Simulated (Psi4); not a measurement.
# C2H3Si (SMILES [C]#C[SiH3]): UHF/6-31G(d) (spherical functions, sweep point 3)

Aim: the vertical doublet–quartet gap of C2H3Si at UHF/6-31G* (spherical functions, sweep point 3), from 2 runs. 

Program for the calculation: Psi4 1.11.

## (1) The system as given

C2H3Si: 6 atoms, total charge 0, spin state doublet. As SMILES, `[C]#C[SiH3]`. Geometry: relaxed at PBE0-D4/def2-TZVP.

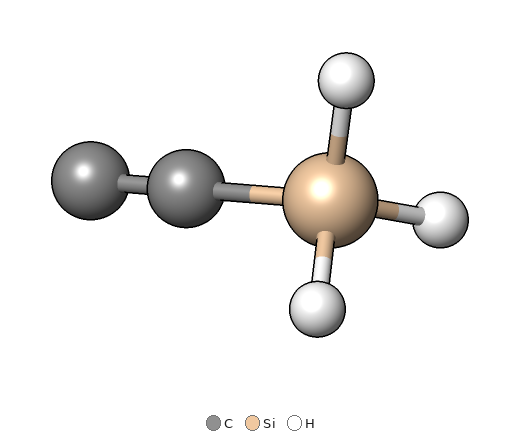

The structure, seen from a chosen angle (carbon grey, silicon light orange, hydrogen white).

## (2) A single-point energy at UHF/6-31G(d) (spherical functions, sweep point 3)

File c2h3si.inp:

```
memory 1600 MB

molecule {
  0 2
  C      1.099800    -1.943700     1.067500
  C      0.563900    -0.994100     0.538900
  Si    -0.246300     0.437400    -0.257000
  H     -1.451000    -0.035700    -0.979200
  H      0.706200     1.059100    -1.207200
  H     -0.630600     1.412800     0.790800
  units angstrom
  symmetry c1
}

set {
  basis     6-31G*
  reference uhf
  puream    true
  scf_type  pk
  maxiter   150
}

e, wfn = energy("scf", return_wfn=True)
```

Run with:

```bash
psi4 -n 1 c2h3si.inp c2h3si.out
```

c2h3si.out:

```text
[...]
  Running in c1 symmetry.
[...]
  Nuclear repulsion =   76.367132930564821
[...]
  Multiplicity = 2
[...]
  Nalpha       = 15
  Nbeta        = 14
[...]
    Number of basis functions: 52
[...]
   @UHF iter   1:  -366.16950658669214   -1.01815e+00   5.61074e-03 ADIIS/DIIS
[...]
   @UHF iter  13:  -366.24836171445270   -2.41579e-09   6.89869e-07 DIIS
[...]
   @S^2 Observed:                1.177875075E+00
[...]
    Orbital Energies [Eh]
    ---------------------
    Alpha Occupied:
       1A    -68.780758     2A    -11.298248     3A    -11.219762
       4A     -6.143000     5A     -4.249366     6A     -4.248223
       7A     -4.248222     8A     -1.051250     9A     -0.770373
      10A     -0.633605    11A     -0.535448    12A     -0.499599
      13A     -0.499575    14A     -0.440427    15A     -0.440420
    Alpha Virtual:
      16A      0.136577    17A      0.136586    18A      0.155691
      19A      0.250372    20A      0.250391    21A      0.274126
      22A      0.331109    23A      0.399273    24A      0.399285
      25A      0.455143    26A      0.526321    27A      0.729097
[...]
  @UHF Final Energy:  -366.24836171445270
   => Energetics <=
    Nuclear Repulsion Energy =             76.3671329305648214
    One-Electron Energy =                -655.8453906020565682
    Two-Electron Energy =                 213.2298959570390480
    Total Energy =                       -366.2483617144526988
  UHF NO Occupations:
  HONO-2 :   13  A 1.8885747
  HONO-1 :   14  A 1.8885703
[...]
 Multipole Moments:
 ------------------------------------------------------------------------------------
     Multipole            Electronic (a.u.)      Nuclear  (a.u.)        Total (a.u.)
 ------------------------------------------------------------------------------------
 L = 1.  Multiply by 2.5417464519 to convert [e a0] to [Debye]
 Dipole X            :          1.8353694           -1.8970314           -0.0616619
 Dipole Y            :         -3.2441671            3.3529337            0.1087666
 Dipole Z            :          1.8037401           -1.8642941           -0.0605540
 Magnitude           :                                                    0.1389214
[...]
```

It took 5.1 s on 1 thread of AMD EPYC 7R43 (Zen 3), shared host; peak memory 0.19 GiB.

## (3) The quartet at the same level

File input.dat:

```
memory 1600 MB

molecule {
  0 4
  C      1.099800    -1.943700     1.067500
  C      0.563900    -0.994100     0.538900
  Si    -0.246300     0.437400    -0.257000
  H     -1.451000    -0.035700    -0.979200
  H      0.706200     1.059100    -1.207200
  H     -0.630600     1.412800     0.790800
  units angstrom
  symmetry c1
}

set {
  basis 6-31G*
  reference uhf
  puream true
  scf_type pk
  maxiter 150
}

energy("scf")
print_variables()
```

Run with:

```bash
psi4 input.dat output.dat -n 1
```

output.dat:

```text
[...]
  Running in c1 symmetry.
[...]
  Nuclear repulsion =   76.367132930564821
[...]
  Multiplicity = 4
[...]
  Nalpha       = 16
  Nbeta        = 13
[...]
    Number of basis functions: 52
[...]
   @UHF iter   1:  -365.92848119590468   -7.77126e-01   6.08447e-03 DIIS/ADIIS
[...]
   @UHF iter  14:  -366.09895881896790   -9.24302e-08   8.44210e-07 DIIS
[...]
   @S^2 Observed:                3.872875074E+00
[...]
    Orbital Energies [Eh]
    ---------------------
    Alpha Occupied:
       1A    -68.774346     2A    -11.303590     3A    -11.248239
       4A     -6.134583     5A     -4.240604     6A     -4.240256
       7A     -4.240089     8A     -1.121239     9A     -0.789773
      10A     -0.661071    11A     -0.593991    12A     -0.556324
      13A     -0.502619    14A     -0.491028    15A     -0.457287
      16A     -0.242548
    Alpha Virtual:
      17A      0.125648    18A      0.155783    19A      0.203268
      20A      0.238323    21A      0.272350    22A      0.327084
      23A      0.394353    24A      0.403127    25A      0.438591
[...]
  @UHF Final Energy:  -366.09895881896790
   => Energetics <=
    Nuclear Repulsion Energy =             76.3671329305648214
    One-Electron Energy =                -655.5803328134694539
    Two-Electron Energy =                 213.1142410639367313
    Total Energy =                       -366.0989588189679012
  UHF NO Occupations:
  HONO-2 :   14  A 1.0000000
  HONO-1 :   15  A 1.0000000
[...]
 Multipole Moments:
 ------------------------------------------------------------------------------------
     Multipole            Electronic (a.u.)      Nuclear  (a.u.)        Total (a.u.)
 ------------------------------------------------------------------------------------
 L = 1.  Multiply by 2.5417464519 to convert [e a0] to [Debye]
 Dipole X            :          1.9254653           -1.8970314            0.0284339
 Dipole Y            :         -3.4042221            3.3529337           -0.0512884
 Dipole Z            :          1.8814550           -1.8642941            0.0171609
 Magnitude           :                                                    0.0611022
[...]
```

It took 5.4 s on 1 thread of AMD EPYC 7R43 (Zen 3), shared host; peak memory 0.19 GiB.

## (4) Results

Level: UHF/6-31G* (spherical functions, sweep point 3).

```
                                        quantity          value
                           doublet: total energy  -366.24836 Eh
                          doublet: dipole moment         0.35 D
     doublet: HOMO energy (highest over α and β)      -11.11 eV
      doublet: LUMO energy (lowest over α and β)        1.45 eV
                                   doublet: ⟨S²⟩          1.178
                           quartet: total energy  -366.09896 Eh
                          quartet: dipole moment         0.16 D
     quartet: HOMO energy (highest over α and β)       -6.60 eV
      quartet: LUMO energy (lowest over α and β)        0.79 eV
                                   quartet: ⟨S²⟩          3.873
vertical energy of the quartet above the doublet       4.065 eV
```

What this shows: At this shape the quartet lies 4.07 eV (392 kJ/mol) above the doublet. ⟨S²⟩ (doublet) is 1.18 where a pure doublet has 0.75: the reference is spin-contaminated. ⟨S²⟩ (quartet) is 3.87 where a pure quartet has 3.75: the reference is spin-contaminated.
